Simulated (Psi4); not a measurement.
**Interaction calculation of C$_{2}$H$_{6}$F$_{2}$ (part 2 of 2)**

C$_{2}$H$_{6}$F$_{2}$, SMILES CF.CF; PBE/6-31G*, RKS, dispersion D3(0) (Psi4 1.11). 

Geometry of the input (Å):
```
C  -0.0507  0.0329  0.0078
F  1.0941  -0.7105  -0.1686
H  -0.9187  -0.6269  -0.0580
H  -0.1048  0.7960  -0.7720
H  -0.0198  0.5085  0.9907
C  -1.8249  1.1878  3.8706
F  -0.8880  1.4661  2.9015
H  -2.6927  1.8349  3.7247
H  -1.3867  1.3711  4.8543
H  -2.1247  0.1407  3.7873
```

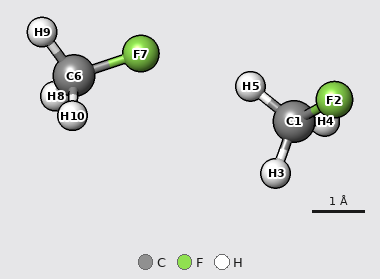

Figure 1. The input geometry (ball-and-stick view, seen at a tilt; atoms are numbered from 1 in the order of the input).

## What the program printed, continued
```
    -----------------------------------------------------------------------

    Memory:     1.5 GiB
    Threads:    1
                ecpint, einsums, f̶o̶r̶t̶e̶, gauxc, gcp, g̶d̶m̶a̶, geometric, g̶p̶u̶_̶d̶f̶c̶c̶,
                i̶n̶t̶e̶g̶r̶a̶t̶o̶r̶x̶x̶, i̶p̶i̶, libefp, m̶d̶i̶, m̶p̶2̶d̶, m̶r̶c̶c̶, ooo,
                o̶p̶e̶n̶f̶e̶r̶m̶i̶o̶n̶p̶s̶i̶4̶, pcmsolver, p̶s̶i̶4̶f̶o̶c̶k̶c̶i̶, p̶s̶i̶x̶a̶s̶,
                p̶y̶e̶i̶n̶s̶u̶m̶s̶, r̶e̶s̶p̶, s̶i̶m̶i̶n̶t̶, s̶n̶s̶m̶p̶2̶,
                v̶2̶r̶d̶m̶_̶c̶a̶s̶s̶c̶f̶

  ==> Geometry <==

    Molecular point group: c1
    Full point group: C1

    Geometry (in Bohr), charge = 0, multiplicity = 1:

       Center              X                  Y                   Z               Mass
    ------------   -----------------  -----------------  -----------------  -----------------
         C           -0.095846909083     0.062171989528     0.014777658301    12.000000000000
         F            2.067511559341    -1.342650412138    -0.318570030230    18.998403162730
         H           -1.736129185981    -1.184669308050    -0.109566320754     1.007825032230
         H           -0.198081092470     1.504221995864    -1.458830774331     1.007825032230
         H           -0.037454371807     0.960925734795     1.872189467014     1.007825032230
      Gh(C)          -3.448599000870     2.244616691819     7.314373941197    12.000000000000
      Gh(F)          -1.678133491190     2.770603061579     5.483097044800    18.998403162730
      Gh(H)          -5.088522229804     3.467439570341     7.038757385799     1.007825032230
      Gh(H)          -2.620407629127     2.590946798831     9.173316428071     1.007825032230
      Gh(H)          -4.015063304238     0.265865568591     7.156978652208     1.007825032230

  Running in c1 symmetry.

  Rotational constants: A =      0.50911  B =      0.03142  C =      0.03059 [cm^-1]
  Rotational constants: A =  15262.62396  B =    941.89428  C =    916.99983 [MHz]
  Nuclear repulsion =   37.451250055602621

  Charge       = 0
  Multiplicity = 1
  Electrons    = 18
  Nalpha       = 9
  Nbeta        = 9

  ==> Iterations <==

                           Total Energy        Delta E     RMS |[F,P]|

   @DF-RKS iter SAD:  -139.23671906890866   -1.39237e+02   0.00000e+00
   @DF-RKS iter   1:  -139.46304136892888   -2.26322e-01   6.61460e-03 ADIIS/DIIS
   @DF-RKS iter   2:  -139.40186354858042    6.11778e-02   7.93673e-03 ADIIS/DIIS
   @DF-RKS iter   3:  -139.57373975923394   -1.71876e-01   5.08141e-04 ADIIS/DIIS
   @DF-RKS iter   4:  -139.57412911605107   -3.89357e-04   2.78060e-04 ADIIS/DIIS
   @DF-RKS iter   5:  -139.57424483743236   -1.15721e-04   8.18201e-05 DIIS
   @DF-RKS iter   6:  -139.57425706273406   -1.22253e-05   3.85750e-06 DIIS
   @DF-RKS iter   7:  -139.57425709577981   -3.30458e-08   3.65060e-07 DIIS
  Energy and wave function converged.

  ==> Post-Iterations <==

   Electrons on quadrature grid:
      Ntotal   =   17.9999923633 ; deviation = -7.637e-06

    Final Occupation by Irrep:
              A
    DOCC [     9 ]
    NA   [     9 ]
    NB   [     9 ]

  @DF-RKS Final Energy:  -139.57425709577981

   => Energetics <=

    Nuclear Repulsion Energy =             37.4512500556026211
    One-Electron Energy =                -266.6753987700274138
    Two-Electron Energy =                 106.4963825270599784
    DFT Exchange-Correlation Energy =     -16.8461085804889841
    Empirical Dispersion Energy =          -0.0003823279260070
    VV10 Nonlocal Energy =                  0.0000000000000000
    Total Energy =                       -139.5742570957798137

Computation Completed

Properties will be evaluated at   0.000000,   0.000000,   0.000000 [a0]

Properties computed using the SCF density matrix

 Multipole Moments:

 ------------------------------------------------------------------------------------
     Multipole            Electronic (a.u.)      Nuclear  (a.u.)        Total (a.u.)
 ------------------------------------------------------------------------------------

 L = 1.  Multiply by 2.5417464519 to convert [e a0] to [Debye]
 Dipole X            :        -16.5705275           16.0608579           -0.5096695
 Dipole Y            :         10.7614369          -10.4303433            0.3310935
 Dipole Z            :          2.5496122           -2.4746720            0.0749402
 Magnitude           :                                                    0.6123741

 ------------------------------------------------------------------------------------

	total time  =          2 seconds =       0.03 minutes

    Psi4 run time: 0:00:02.71

    -----------------------------------------------------------------------
                               Psi4 1.11 release

    h
    h
    h

    -----------------------------------------------------------------------

    Memory:     1.5 GiB
    Threads:    1
                ecpint, einsums, f̶o̶r̶t̶e̶, gauxc, gcp, g̶d̶m̶a̶, geometric, g̶p̶u̶_̶d̶f̶c̶c̶,
                i̶n̶t̶e̶g̶r̶a̶t̶o̶r̶x̶x̶, i̶p̶i̶, libefp, m̶d̶i̶, m̶p̶2̶d̶, m̶r̶c̶c̶, ooo,
                o̶p̶e̶n̶f̶e̶r̶m̶i̶o̶n̶p̶s̶i̶4̶, pcmsolver, p̶s̶i̶4̶f̶o̶c̶k̶c̶i̶, p̶s̶i̶x̶a̶s̶,
                p̶y̶e̶i̶n̶s̶u̶m̶s̶, r̶e̶s̶p̶, s̶i̶m̶i̶n̶t̶, s̶n̶s̶m̶p̶2̶,
                v̶2̶r̶d̶m̶_̶c̶a̶s̶s̶c̶f̶

  ==> Geometry <==

    Molecular point group: c1
    Full point group: C1

    Geometry (in Bohr), charge = 0, multiplicity = 1:

       Center              X                  Y                   Z               Mass
    ------------   -----------------  -----------------  -----------------  -----------------
         C           -0.095846909083     0.062171989528     0.014777658301    12.000000000000
         F            2.067511559341    -1.342650412138    -0.318570030230    18.998403162730
         H           -1.736129185981    -1.184669308050    -0.109566320754     1.007825032230
         H           -0.198081092470     1.504221995864    -1.458830774331     1.007825032230
         H           -0.037454371807     0.960925734795     1.872189467014     1.007825032230
         C           -3.448599000870     2.244616691819     7.314373941197    12.000000000000
         F           -1.678133491190     2.770603061579     5.483097044800    18.998403162730
         H           -5.088522229804     3.467439570341     7.038757385799     1.007825032230
         H           -2.620407629127     2.590946798831     9.173316428071     1.007825032230
         H           -4.015063304238     0.265865568591     7.156978652208     1.007825032230

  Running in c1 symmetry.

  Rotational constants: A =      0.50911  B =      0.03142  C =      0.03059 [cm^-1]
  Rotational constants: A =  15262.62396  B =    941.89428  C =    916.99983 [MHz]
  Nuclear repulsion =  115.676440442838754

  Charge       = 0
  Multiplicity = 1
  Electrons    = 36
  Nalpha       = 18
  Nbeta        = 18

  ==> Iterations <==

                           Total Energy        Delta E     RMS |[F,P]|

   @DF-RKS iter SAD:  -278.48074820284478   -2.78481e+02   0.00000e+00
   @DF-RKS iter   1:  -278.93236725409065   -4.51619e-01   9.31784e-03 ADIIS/DIIS
   @DF-RKS iter   2:  -278.81546992368897    1.16897e-01   1.11043e-02 ADIIS/DIIS
   @DF-RKS iter   3:  -279.15156902325782   -3.36099e-01   7.68078e-04 ADIIS/DIIS
   @DF-RKS iter   4:  -279.15235692035583   -7.87897e-04   4.43968e-04 ADIIS/DIIS
   @DF-RKS iter   5:  -279.15266226046236   -3.05340e-04   1.05732e-04 ADIIS/DIIS
   @DF-RKS iter   6:  -279.15268272119101   -2.04607e-05   8.27111e-06 DIIS
   @DF-RKS iter   7:  -279.15268281687736   -9.56863e-08   5.11219e-06 DIIS
   @DF-RKS iter   8:  -279.15268286652565   -4.96483e-08   8.31305e-07 DIIS
  Energy and wave function converged.

  ==> Post-Iterations <==

   Electrons on quadrature grid:
      Ntotal   =   35.9999946698 ; deviation = -5.330e-06

    Orbital Energies [Eh]
    ---------------------

    Doubly Occupied:

       1A    -24.253971     2A    -24.227882     3A     -9.966404
       4A     -9.943548     5A     -1.084050     6A     -1.059403
       7A     -0.633038     8A     -0.610549     9A     -0.435201
      10A     -0.423808    11A     -0.423089    12A     -0.408114
      13A     -0.401990    14A     -0.398128    15A     -0.283244
      16A     -0.281464    17A     -0.258920    18A     -0.255645

    Virtual:

      19A      0.064392    20A      0.092194    21A      0.095605
      22A      0.120929    23A      0.134316    24A      0.134938
      25A      0.151202    26A      0.185162    27A      0.463760
      28A      0.487424    29A      0.506832    30A      0.510932
      31A      0.528518    32A      0.536184    33A      0.774511
      34A      0.792359    35A      0.792996    36A      0.811279
      37A      0.814834    38A      0.839255    39A      0.911587
      40A      0.947401    41A      1.123942    42A      1.170692
      43A      1.190511    44A      1.210684    45A      1.212185
      46A      1.334046    47A      1.446559    48A      1.465321
      49A      1.468728    50A      1.523297    51A      1.737110
      52A      1.751141    53A      1.754341    54A      1.774905
      55A      1.777050    56A      1.807459    57A      2.009255
      58A      2.033410    59A      2.110432    60A      2.111015
      61A      2.132934    62A      2.135845    63A      2.344592
      64A      2.345187    65A      2.367005    66A      2.370728
      67A      2.898768    68A      2.927515    69A      3.963730
      70A      4.038514    71A      4.131438    72A      4.235213

    Final Occupation by Irrep:
              A
    DOCC [    18 ]
    NA   [    18 ]
    NB   [    18 ]

  @DF-RKS Final Energy:  -279.15268286652565

   => Energetics <=

    Nuclear Repulsion Energy =            115.6764404428387536
    One-Electron Energy =                -614.9128872084301065
    Two-Electron Energy =                 253.7776764952863573
    DFT Exchange-Correlation Energy =     -33.6923284861071082
    Empirical Dispersion Energy =          -0.0015841101135510
    VV10 Nonlocal Energy =                  0.0000000000000000
    Total Energy =                       -279.1526828665256517

Computation Completed

Properties will be evaluated at   0.000000,   0.000000,   0.000000 [a0]

Properties computed using the SCF density matrix

 Multipole Moments:

 ------------------------------------------------------------------------------------
     Multipole            Electronic (a.u.)      Nuclear  (a.u.)        Total (a.u.)
 ------------------------------------------------------------------------------------

 L = 1.  Multiply by 2.5417464519 to convert [e a0] to [Debye]
 Dipole X            :         30.4827124          -31.4579307           -0.9752183
 Dipole Y            :        -34.0356729           34.2970363            0.2613634
 Dipole Z            :       -113.4795971          114.1284976            0.6489005
 Magnitude           :                                                    1.2001806

 ------------------------------------------------------------------------------------

	total time  =          3 seconds =       0.05 minutes

    Psi4 run time: 0:00:02.86

  //>>>>>>>>>>>>>>>>>>>>>>>>>>>>>>>>>>>//
  //          ManyBody Results         //
  //<<<<<<<<<<<<<<<<<<<<<<<<<<<<<<<<<<<//

   ==> N-Body: Counterpoise Corrected (CP) energies <==

              MC n-Body  Total Energy            Interaction Energy                          N-body Contribution to Interaction Energy
                         [Eh]                    [Eh]                  [kcal/mol]            [Eh]                  [kcal/mol]
              §A  1        N/A                   0.000000000000        0.000000000000        0.000000000000        0.000000000000
     FULL/RTN §A  2        N/A                  -0.001613224006       -1.012313346845       -0.001613224006       -1.012313346845

   MC Legend: §A: "(auto)"

    Psi4 run time: 0:00:10.44

[set-up sections that repeat, and orbital energies of the middle runs, are left out above]
```

## Key numbers

```csv
quantity,value
outcome,converged
basis functions,72
hardware,"1 thread of Intel Xeon (Granite Rapids), 64 GiB of memory available, shared host"
wall time,11 s
peak memory,0.56 GiB
```
